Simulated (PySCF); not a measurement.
**Geometry relaxation of SiH₆Se (part 2 of 2)**

The same run, continued: SiH₆Se; RKS PBE0-D4/def2-TZVP, density fitting (PySCF 2.14.0). The geometry is a transition state displaced along its imaginary mode. The reaction was set up to form Si1–Se7 and H2–H6 and to break Si1–H2 and H6–Se7 (atoms counted from 1 in the order of the input); sticks are drawn by distance alone.

Geometry of the input (Å):
```
Si -0.1224  -0.1191  -0.7470
H  -0.2818  -1.2435  0.8475
H  1.1153  -0.7848  -1.1501
H  -1.1705  -1.1805  -0.9793
H  -0.5753  1.0170  -1.5967
H  0.1020  -0.7046  1.0511
Se 1.0760  1.1829  1.0153
H  -0.1433  1.8326  1.5592
```

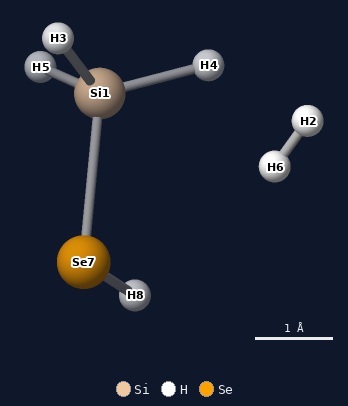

The geometry at step 17 of the log (ball-and-stick view, seen at a tilt; atoms are numbered from 1 in the order of the input).

### Trajectory as extended XYZ, continued
```
8
Properties=species:S:1:pos:R:3:forces:R:3 step=9 energy=-73313.89995
Si   -0.0191    0.3412   -0.9597    0.1274   0.1000   0.1300
H    -0.1500   -2.2914    1.2819    0.1045   0.1118   0.0897
H     1.0835   -0.4640   -1.5419   -0.0219   0.0313   0.0166
H    -1.1565   -0.5235   -0.6004   -0.1323  -0.1251   0.0188
H    -0.4820    1.3668   -1.9161   -0.0087   0.0736  -0.1249
H     0.2189   -1.6978    1.5615   -0.1015  -0.1583  -0.0637
Se    0.8719    1.3249    0.9019    0.0984  -0.0458  -0.0507
H    -0.3894    1.9690    1.2810   -0.0664   0.0131  -0.0150
8
Properties=species:S:1:pos:R:3:forces:R:3 step=10 energy=-73313.90697
Si   -0.0371    0.3683   -0.9632    0.0142   0.1637   0.0398
H    -0.1326   -2.3804    1.3386    0.0280   0.0050   0.0223
H     1.0548   -0.4660   -1.5086    0.0570  -0.0439  -0.0310
H    -1.1866   -0.4858   -0.5861   -0.0630   0.0031  -0.0404
H    -0.4568    1.3781   -1.9778    0.0137  -0.0913   0.1076
H     0.2332   -1.7833    1.6018   -0.0262  -0.0248  -0.0104
Se    0.8667    1.3578    0.8908    0.0106  -0.0250  -0.0953
H    -0.3801    2.0541    1.2278   -0.0348   0.0139   0.0081
8
Properties=species:S:1:pos:R:3:forces:R:3 step=11 energy=-73313.91007
Si   -0.0710    0.3973   -0.9553    0.0911  -0.0611  -0.0663
H    -0.0971   -2.4519    1.3582   -0.0131  -0.0517  -0.0101
H     1.0003   -0.4479   -1.5460   -0.0660   0.0276   0.0247
H    -1.2353   -0.4400   -0.5781   -0.0079  -0.0035   0.0094
H    -0.5059    1.4192   -1.9388   -0.0038   0.0178  -0.0014
H     0.2735   -1.8559    1.6103    0.0137   0.0440   0.0144
Se    0.9037    1.3565    0.8666    0.0285  -0.0123  -0.0078
H    -0.3194    2.0826    1.2230   -0.0419   0.0393   0.0375
8
Properties=species:S:1:pos:R:3:forces:R:3 step=12 energy=-73313.91088
Si   -0.0718    0.4031   -0.9598   -0.0595  -0.0021   0.0090
H    -0.0685   -2.4885    1.3709    0.0123  -0.0067   0.0056
H     0.9989   -0.4378   -1.5444    0.0100  -0.0145  -0.0065
H    -1.2343   -0.4383   -0.5763    0.0269   0.0126  -0.0096
H    -0.5157    1.4218   -1.9429    0.0032   0.0044  -0.0149
H     0.2933   -1.8839    1.6193   -0.0111   0.0049  -0.0033
Se    0.8882    1.3808    0.8603   -0.0007   0.0210   0.0307
H    -0.3372    2.1087    1.2211    0.0195  -0.0191  -0.0106
8
Properties=species:S:1:pos:R:3:forces:R:3 step=13 energy=-73313.91116
Si   -0.0750    0.4139   -0.9614    0.0065  -0.0068   0.0069
H    -0.0648   -2.5042    1.3707    0.0204   0.0085   0.0110
H     0.9901   -0.4389   -1.5441   -0.0129   0.0114   0.0061
H    -1.2433   -0.4195   -0.5822    0.0072   0.0113  -0.0016
H    -0.5053    1.4369   -1.9472    0.0037  -0.0036   0.0019
H     0.2968   -1.8992    1.6202   -0.0200  -0.0085  -0.0105
Se    0.8920    1.3789    0.8657   -0.0077  -0.0057  -0.0097
H    -0.3314    2.1050    1.2329    0.0035  -0.0063  -0.0036
8
Properties=species:S:1:pos:R:3:forces:R:3 step=14 energy=-73313.91128
Si   -0.0748    0.4208   -0.9618    0.0134   0.0021   0.0027
H    -0.0584   -2.5160    1.3729    0.0156   0.0020   0.0077
H     0.9882   -0.4340   -1.5431   -0.0031   0.0008  -0.0010
H    -1.2455   -0.4083   -0.5843   -0.0074   0.0013   0.0006
H    -0.4994    1.4454   -1.9484    0.0010  -0.0013   0.0028
H     0.2999   -1.9093    1.6221   -0.0156  -0.0007  -0.0082
Se    0.8919    1.3793    0.8680    0.0104  -0.0116  -0.0101
H    -0.3328    2.1004    1.2368   -0.0136   0.0077   0.0060
8
Properties=species:S:1:pos:R:3:forces:R:3 step=15 energy=-73313.91139
Si   -0.0734    0.4267   -0.9616    0.0135   0.0007  -0.0050
H    -0.0537   -2.5257    1.3747    0.0105  -0.0056   0.0041
H     0.9854   -0.4340   -1.5424   -0.0043   0.0003   0.0016
H    -1.2504   -0.3945   -0.5870   -0.0072  -0.0014   0.0006
H    -0.4891    1.4542   -1.9490   -0.0001  -0.0004   0.0041
H     0.3009   -1.9169    1.6232   -0.0107   0.0078  -0.0054
Se    0.8943    1.3770    0.8714    0.0053  -0.0064  -0.0043
H    -0.3310    2.0962    1.2431   -0.0063   0.0051   0.0048
8
Properties=species:S:1:pos:R:3:forces:R:3 step=16 energy=-73313.91158
Si   -0.0690    0.4324   -0.9615   -0.0030   0.0016  -0.0055
H    -0.0473   -2.5333    1.3755    0.0083  -0.0080   0.0029
H     0.9834   -0.4380   -1.5385    0.0010  -0.0033  -0.0011
H    -1.2567   -0.3763   -0.5924   -0.0005  -0.0016   0.0001
H    -0.4706    1.4646   -1.9498    0.0005  -0.0003   0.0013
H     0.2983   -1.9187    1.6219   -0.0088   0.0107  -0.0049
Se    0.8977    1.3719    0.8769   -0.0015  -0.0003   0.0065
H    -0.3308    2.0834    1.2552    0.0048   0.0011   0.0014
8
Properties=species:S:1:pos:R:3:forces:R:3 step=17 energy=-73313.91180
Si   -0.0641    0.4352   -0.9608   -0.0139   0.0004  -0.0079
H    -0.0412   -2.5357    1.3751    0.0096  -0.0039   0.0045
H     0.9814   -0.4452   -1.5344    0.0049  -0.0052   0.0000
H    -1.2626   -0.3608   -0.5978    0.0035  -0.0026   0.0006
H    -0.4506    1.4714   -1.9505   -0.0003   0.0032  -0.0011
H     0.2906   -1.9116    1.6172   -0.0104   0.0063  -0.0067
Se    0.9012    1.3630    0.8838   -0.0129   0.0083   0.0169
H    -0.3299    2.0677    1.2695    0.0202  -0.0068  -0.0055
8
Properties=species:S:1:pos:R:3:forces:R:3 step=18 energy=-73313.91211
Si   -0.0605    0.4351   -0.9594   -0.0232  -0.0043  -0.0069
H    -0.0315   -2.5358    1.3758    0.0201   0.0208   0.0132
H     0.9767   -0.4574   -1.5290    0.0088  -0.0052  -0.0013
H    -1.2703   -0.3465   -0.6027    0.0062  -0.0023   0.0023
H    -0.4306    1.4760   -1.9501   -0.0002   0.0077  -0.0054
H     0.2766   -1.8949    1.6076   -0.0209  -0.0195  -0.0151
Se    0.9060    1.3496    0.8910   -0.0218   0.0147   0.0254
H    -0.3256    2.0507    1.2841    0.0317  -0.0124  -0.0116
8
Properties=species:S:1:pos:R:3:forces:R:3 step=19 energy=-73313.91248
Si   -0.0608    0.4309   -0.9570   -0.0185  -0.0130  -0.0041
H    -0.0189   -2.5345    1.3796    0.0396   0.0774   0.0296
H     0.9661   -0.4747   -1.5249    0.0071  -0.0008  -0.0001
H    -1.2811   -0.3360   -0.6044    0.0048  -0.0019   0.0046
H    -0.4154    1.4769   -1.9473   -0.0008   0.0139  -0.0096
H     0.2550   -1.8697    1.5923   -0.0402  -0.0782  -0.0303
Se    0.9133    1.3301    0.8972   -0.0266   0.0173   0.0253
H    -0.3115    2.0418    1.2934    0.0353  -0.0156  -0.0151
8
Properties=species:S:1:pos:R:3:forces:R:3 step=20 energy=-73313.91288
Si   -0.0644    0.4258   -0.9548    0.0080  -0.0239   0.0014
H    -0.0204   -2.5309    1.3831    0.0186   0.0309   0.0134
H     0.9563   -0.4876   -1.5244   -0.0079   0.0117   0.0024
H    -1.2891   -0.3340   -0.6025    0.0012   0.0007   0.0053
H    -0.4121    1.4769   -1.9422    0.0003   0.0129  -0.0081
H     0.2381   -1.8575    1.5825   -0.0193  -0.0337  -0.0128
Se    0.9227    1.3125    0.8998   -0.0335   0.0172   0.0122
H    -0.2880    2.0509    1.2903    0.0332  -0.0167  -0.0134
8
Properties=species:S:1:pos:R:3:forces:R:3 step=21 energy=-73313.91317
Si   -0.0703    0.4203   -0.9518    0.0113   0.0003   0.0077
H    -0.0049   -2.5435    1.3945    0.0255   0.0610   0.0181
H     0.9437   -0.4945   -1.5288   -0.0001  -0.0007   0.0000
H    -1.2961   -0.3349   -0.5952   -0.0059  -0.0034   0.0027
H    -0.4169    1.4769   -1.9340   -0.0020   0.0086  -0.0042
H     0.2280   -1.8543    1.5739   -0.0259  -0.0640  -0.0165
Se    0.9299    1.2989    0.9004   -0.0120   0.0031  -0.0026
H    -0.2645    2.0660    1.2811    0.0097  -0.0059  -0.0051
8
Properties=species:S:1:pos:R:3:forces:R:3 step=22 energy=-73313.91325
Si   -0.0731    0.4202   -0.9509    0.0075   0.0114   0.0013
H    -0.0022   -2.5602    1.4029   -0.0161  -0.0620  -0.0147
H     0.9367   -0.4958   -1.5337   -0.0043  -0.0004  -0.0003
H    -1.2996   -0.3332   -0.5907   -0.0010   0.0013  -0.0045
H    -0.4199    1.4827   -1.9285    0.0009  -0.0100   0.0088
H     0.2280   -1.8726    1.5759    0.0156   0.0605   0.0158
Se    0.9365    1.2917    0.8995    0.0063  -0.0066  -0.0105
H    -0.2440    2.0834    1.2686   -0.0085   0.0048   0.0040
8
Properties=species:S:1:pos:R:3:forces:R:3 step=23 energy=-73313.91338
Si   -0.0744    0.4211   -0.9506    0.0030  -0.0041  -0.0030
H     0.0067   -2.5711    1.4080    0.0102   0.0224   0.0053
H     0.9283   -0.5034   -1.5339   -0.0109   0.0100   0.0019
H    -1.3071   -0.3239   -0.5918    0.0070   0.0068  -0.0039
H    -0.4142    1.4874   -1.9267    0.0040  -0.0115   0.0079
H     0.2219   -1.8737    1.5718   -0.0107  -0.0235  -0.0041
Se    0.9420    1.2831    0.9002   -0.0044   0.0007  -0.0052
H    -0.2331    2.0837    1.2701    0.0022  -0.0017   0.0011
8
Properties=species:S:1:pos:R:3:forces:R:3 step=24 energy=-73313.91342
Si   -0.0743    0.4211   -0.9508    0.0043  -0.0008   0.0053
H     0.0112   -2.5767    1.4083    0.0096   0.0216   0.0049
H     0.9275   -0.5007   -1.5380   -0.0010   0.0000  -0.0005
H    -1.3059   -0.3245   -0.5924   -0.0026  -0.0020   0.0010
H    -0.4163    1.4877   -1.9241    0.0008   0.0043  -0.0033
H     0.2233   -1.8781    1.5711   -0.0100  -0.0225  -0.0038
Se    0.9438    1.2805    0.9001    0.0032  -0.0029  -0.0055
H    -0.2302    2.0807    1.2727   -0.0038   0.0013   0.0018
8
Properties=species:S:1:pos:R:3:forces:R:3 step=25 energy=-73313.91346
Si   -0.0730    0.4219   -0.9516    0.0028   0.0003   0.0020
H     0.0117   -2.5836    1.4091    0.0045   0.0064   0.0012
H     0.9250   -0.5035   -1.5395   -0.0009  -0.0013  -0.0001
H    -1.3086   -0.3184   -0.5955    0.0001  -0.0004   0.0006
H    -0.4085    1.4917   -1.9239   -0.0003   0.0024  -0.0012
H     0.2198   -1.8840    1.5705   -0.0050  -0.0071  -0.0004
Se    0.9476    1.2736    0.9014    0.0036  -0.0037  -0.0045
H    -0.2241    2.0762    1.2759   -0.0045   0.0024   0.0022
```
